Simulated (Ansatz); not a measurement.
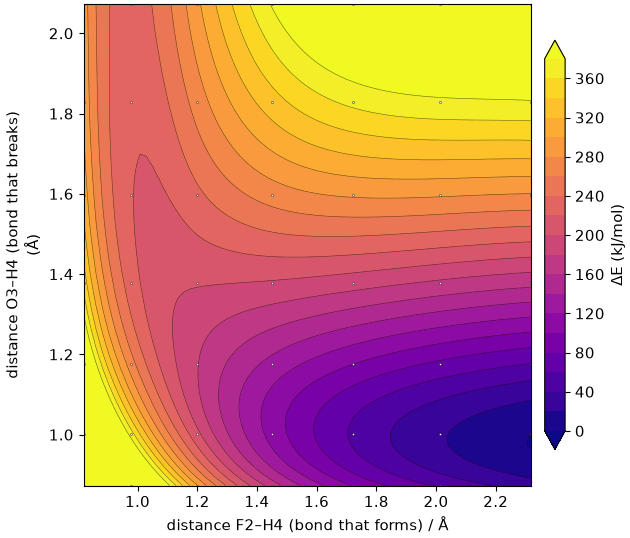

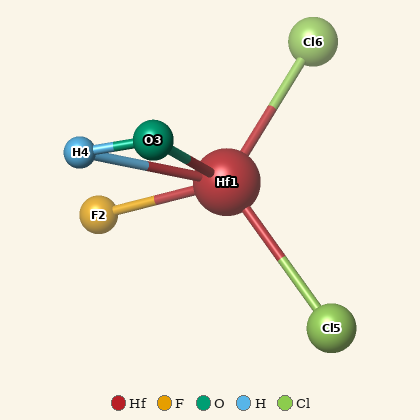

Energy landscape of the reacting system Cl₂FHHfO. Coordinates scanned: (1) distance F2–H4 (bond that forms); (2) distance O3–H4 (bond that breaks). Relaxed at each point: all other coordinates. Grid: 7 × 7 points. Points are written as (first, second). Energies are in kJ/mol, from the lowest grid point. The reference is spin-restricted, so regions where a bond is pulled apart into radicals lie too high. Computed with Ansatz, RKS B3LYP-D4/def2-SVP.

The picture shows filled contours, dots at the grid points, one colour for all values above the top of the scale. Between grid points the surface is interpolated. The second picture is the structure at the lowest point.

Q: Where are the wells?

A: The lowest grid point is at (2.319 Å, 1.001 Å). It lies at the edge of the scanned range, so the true minimum may lie outside. The highest grid point, (0.819 Å, 0.873 Å), lies 890 kJ/mol above the lowest.

Each point was launched as `ansatz run input.yaml --threads 1 --pin off --max-ram 2560MiB --backend cpu --events-out ev --progress --plain --runs-dir out`. The whole map (49 points run) took 17 min on 1 thread of Arm Neoverse V2 (shared host).
